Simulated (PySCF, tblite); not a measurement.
# C₅H₇FSi: geometry, infrared bands and NMR shifts

Aim: predict the infrared bands and NMR shifts of C₅H₇FSi (`C#C[C@@H]1C[SiH2][C@@H]1F`).

Programs: tblite 0.8.0 and PySCF 2.14.0, with density-fitted response routines of our own. Each step states its level of theory. These are calculated values for one molecule in the gas phase, unless marked as measured. Atoms are numbered from 0 throughout.

### Step 1. The starting structure

14 atoms, charge 0, multiplicity 1; geometry from: force field or distance geometry start.

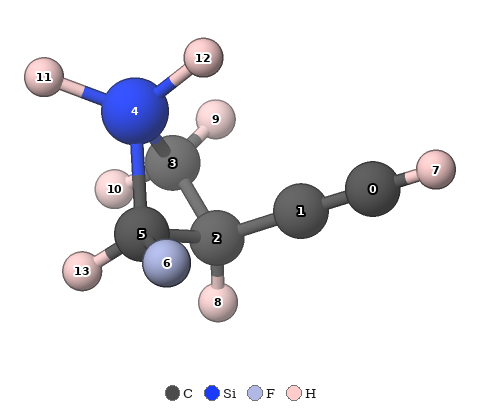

As it starts; carbon dark grey, silicon blue, fluorine light blue, hydrogen pink, atoms numbered.

### Step 2. Geometry optimisation with GFN2-xTB

The job: settings as JSON, then the geometry in Å.

```
{"job": {"kind": "relax", "xc": "GFN2-xTB", "basis": "xTB"}, "charge": 0, "multiplicity": 1}
C      2.561900     0.006000     0.604700
C      1.541100     0.063300    -0.058200
C      0.347900     0.118600    -0.845000
C     -0.656100     1.115100    -0.282800
Si    -1.164100    -0.133200     0.997000
C     -0.612600    -0.992800    -0.543000
F      0.012000    -2.200500    -0.339800
H      3.457400    -0.022600     1.177700
H      0.512800     0.262400    -1.946700
H     -0.264300     2.029400     0.151700
H     -1.478000     1.280000    -1.010300
H     -2.589100    -0.268400     1.258000
H     -0.275800    -0.187600     2.154500
H     -1.393900    -1.070100    -1.339900
```

Launch:

```sh
OMP_NUM_THREADS=1 python probes_run.py task.json out
```

The driver reads the jobs from task.json and runs them one after another.

**Question.** This job is followed by: GFN2-xTB harmonic vibrations, gas phase; GIAO PBE0/pcSseg-1 NMR shielding, non-relativistic, gas phase. What will the session give for the following? strongest single infrared mode (GFN2-xTB); zero-point energy (GFN2-xTB); ¹³C shifts against TMS (PBE0/pcSseg-1); ¹H shifts against TMS (PBE0/pcSseg-1); ²⁹Si shifts against TMS (PBE0/pcSseg-1); ¹⁹F shifts against CFCl3 (PBE0/pcSseg-1); surface potential, least and greatest.

As calculated:

| quantity | value |
| --- | --- |
| strongest single infrared mode (GFN2-xTB) | 2285 cm⁻¹, 351 km/mol |
| zero-point energy (GFN2-xTB) | 61.4 kcal/mol |
| ¹³C shifts against TMS (PBE0/pcSseg-1) | 88.9, 88.1, 82.7, 35.8, 11.0 ppm |
| ¹H shifts against TMS (PBE0/pcSseg-1) | 5.29, 5.05, 4.81, 3.78, 1.93, 1.44, 1.40 ppm |
| ²⁹Si shifts against TMS (PBE0/pcSseg-1) | -25.6 ppm |
| ¹⁹F shifts against CFCl3 (PBE0/pcSseg-1) | -223.3 ppm |
| surface potential, least and greatest | -1.44 V and 1.36 V |

In words: The optimisation took 63 steps and gained 0.629 eV; among the close pairs (by a distance rule), Si4–C5 changed most, from 1.848 to 1.931 Å. No mode is imaginary among the 36: a minimum at this level. The strongest single mode, at 2285 cm⁻¹, moves mainly H11. Unscaled tight-binding wavenumbers are off by several per cent, some by more. Its intensities can rank the bands wrongly. H13 (hydrogen on an sp3 CH bonded to F and Si) lies farthest downfield among hydrogen, at 5.29 ppm; its carbon carries F, an electronegative neighbour. At PBE0/pcSseg-1: The widest tensor belongs to C1: span 305 ppm, with a paramagnetic part of -163 ppm.
